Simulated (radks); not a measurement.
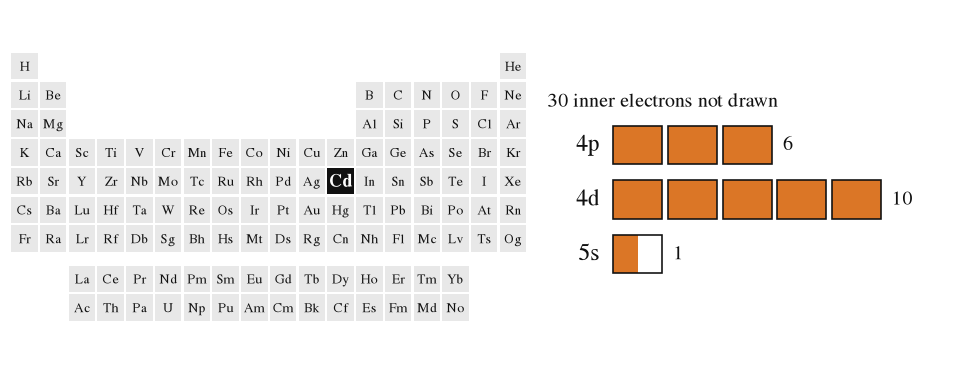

Left, the place of cadmium in the periodic table; right, the outer shells as the input fills them: a box for each of the 2l + 1 orbitals, shaded by the share of the shell that is filled, with the electron count at the right.

## Run report: Cd⁺, atomic calculation

- system: the cadmium ion Cd⁺ in the configuration [Kr] 4d10 5s1 (high spin).
- method: non-relativistic Kohn-Sham, exchange-only B88, spin-polarised, spherical densities, point nucleus (the in-house radial solver radks)

Input:
```
Z 48
configuration [Kr] 4d10 5s1
relativity non-relativistic
functional b88,
spin polarised
nucleus point
```

Energies in input and log are in hartree, lengths in bohr.

The program's output:
```
1s      1   1.0000        -943.00844338
2s      1   1.0000        -137.24777195
2p      1   3.0000        -127.98049564
3s      1   1.0000         -25.68293593
3p      1   3.0000         -21.91750931
3d      1   5.0000         -14.94420344
4s      1   1.0000          -3.87036134
4p      1   3.0000          -2.66555788
4d      1   5.0000          -0.73870974
5s      1   1.0000          -0.45057450
1s      2   1.0000        -943.00760132
2s      2   1.0000        -137.24794748
2p      2   3.0000        -127.98046551
3s      2   1.0000         -25.68235165
3p      2   3.0000         -21.91696731
3d      2   5.0000         -14.94394865
4s      2   1.0000          -3.87007393
4p      2   3.0000          -2.66442102
4d      2   5.0000          -0.72967842
5s      2   0.0000          -0.40031395
Etot -5464.906336530861
Ekin 5464.906336333153
Encl -12999.140204428488
Eh 2218.00528414408
Exc -148.67775257960653
err 3.8262514056927005e-09
it 15
```

Orbitals:

| orbital | occupation | energy (eV) | ⟨r⟩ (bohr) | outer maximum (bohr) |
| --- | --- | --- | --- | --- |
| 1s up | 1 | −25660.6 | 0.03171 | 0.0210 |
| 1s down | 1 | −25660.5 | 0.03171 | 0.0210 |
| 2s down | 1 | −3734.7 | 0.1373 | 0.116 |
| 2s up | 1 | −3734.7 | 0.1373 | 0.116 |
| 2p up | 3 | −3482.5 | 0.1172 | 0.0913 |
| 2p down | 3 | −3482.5 | 0.1172 | 0.0913 |
| 3s up | 1 | −698.868 | 0.3713 | 0.336 |
| 3s down | 1 | −698.852 | 0.3713 | 0.336 |
| 3p up | 3 | −596.406 | 0.3628 | 0.323 |
| 3p down | 3 | −596.391 | 0.3628 | 0.323 |
| 3d up | 5 | −406.652 | 0.3346 | 0.266 |
| 3d down | 5 | −406.646 | 0.3346 | 0.266 |
| 4s up | 1 | −105.318 | 0.9100 | 0.822 |
| 4s down | 1 | −105.310 | 0.9095 | 0.822 |
| 4p up | 3 | −72.534 | 0.9744 | 0.857 |
| 4p down | 3 | −72.503 | 0.9730 | 0.857 |
| 4d up | 5 | −20.101 | 1.274 | 0.975 |
| 4d down | 5 | −19.856 | 1.255 | 0.974 |
| 5s up | 1 | −12.261 | 2.785 | 2.36 |
| 5s down | 0 | −10.893 | 2.785 | 2.32 |

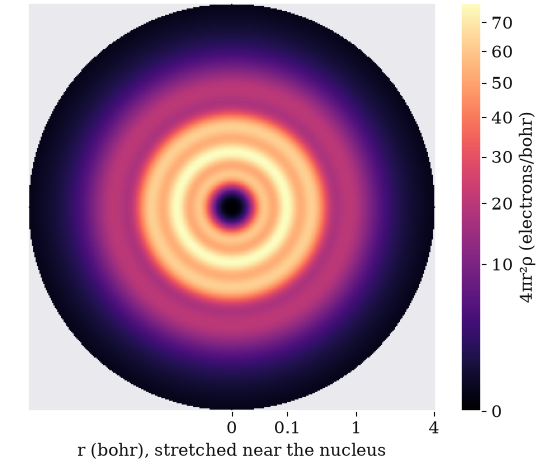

The radial density 4πr²ρ as a disc about the nucleus, with the radius drawn as r to the power 0.35. There are 4 maxima, at r = 0.0231, 0.0982, 0.284 and 0.851 bohr, parted by minima at 0.0441, 0.188 and 0.623 bohr, inside which lie 2.0, 11.3 and 29.0 electrons. The configuration has 5 principal shells, so not every shell has a maximum of its own.

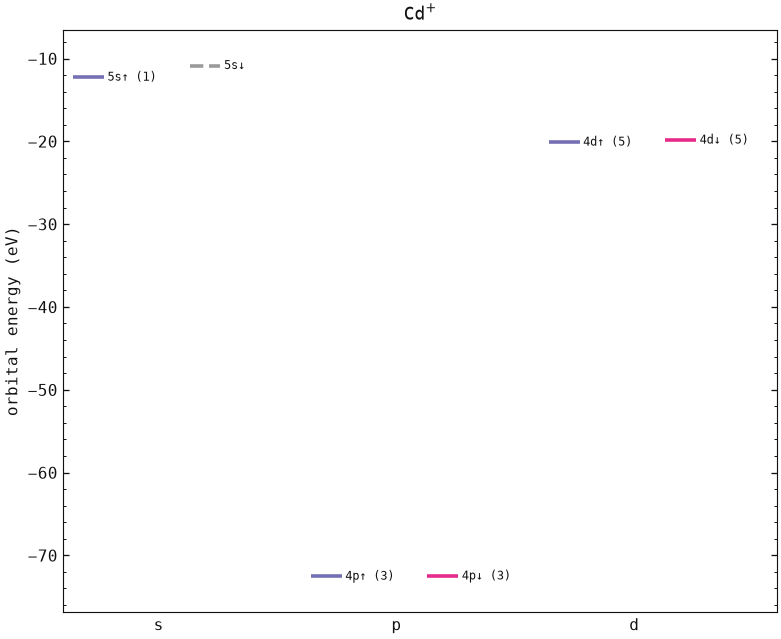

The outer levels are drawn by angular momentum (occupations in brackets, up spins at the left of each column and down spins at the right, empty levels dashed). The highest occupied level is 5s up at −12.3 eV. From the top down the occupied levels run 5s up (−12.3 eV), 4d down (−19.9 eV), 4d up (−20.1 eV), 4p down (−72.5 eV), 4p up (−72.5 eV). The lowest empty level drawn is 5s down at −10.9 eV. The largest exchange splitting (down less up) among the shells drawn in both spins is that of 5s, 1.37 eV.

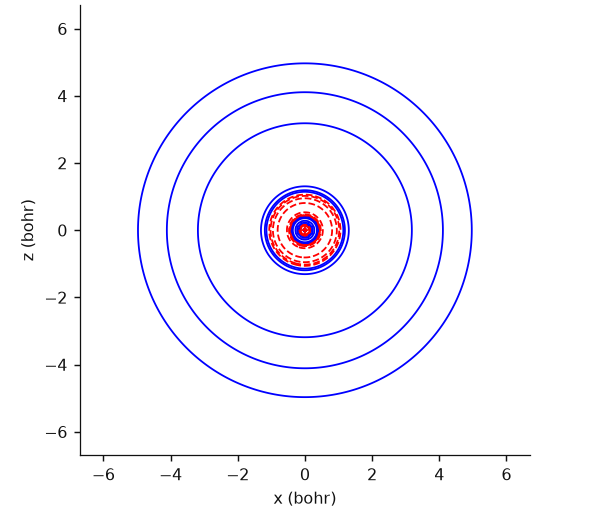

The 5s orbital of down spin. In the xz plane through the nucleus, contours of ψ are drawn, solid for positive and dashed for negative values, each about twice the one before. The radial function comes from the spherical calculation and is multiplied by a real spherical harmonic; the overall sign is chosen so that the largest lobe of P(r) is positive. It has no angular node and 4 radial nodes, at r = 0.0408, 0.159, 0.428 and 1.10 bohr; only the outer 2 can be made out at this scale. The outermost maximum of P² lies at 2.32 bohr, ⟨r⟩ = 2.78 bohr, 90 % of the charge lies within 4.16 bohr, and the eigenvalue is −10.9 eV (the orbital is empty).

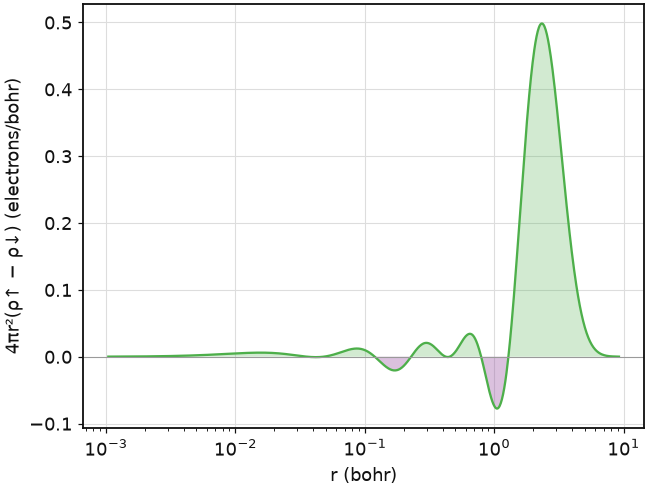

The radial spin density. The curve integrates to 1 unpaired electron, held by 5s (+1). Its largest value, 0.498 electrons/bohr, lies near r = 2.3 bohr. Regions of the opposite sign hold 0.026 electrons in all, from the polarisation of filled shells. At the nucleus the spin density is 11.0 bohr⁻³.

Results in brief:

- outcome: converged
- total energy: −5464.9063 hartree
- kinetic energy: 5464.9063 hartree
- electron–nucleus energy: −12999.1402 hartree
- Hartree energy: 2218.0053 hartree
- exchange–correlation energy: −148.677753 hartree
- radius at density 0.001 e/bohr³: 3.93 bohr
- SCF iterations: 15
- hardware: 1 CPU thread, shared host

Remarks:

Relativity is left out, which matters for an atom this heavy.
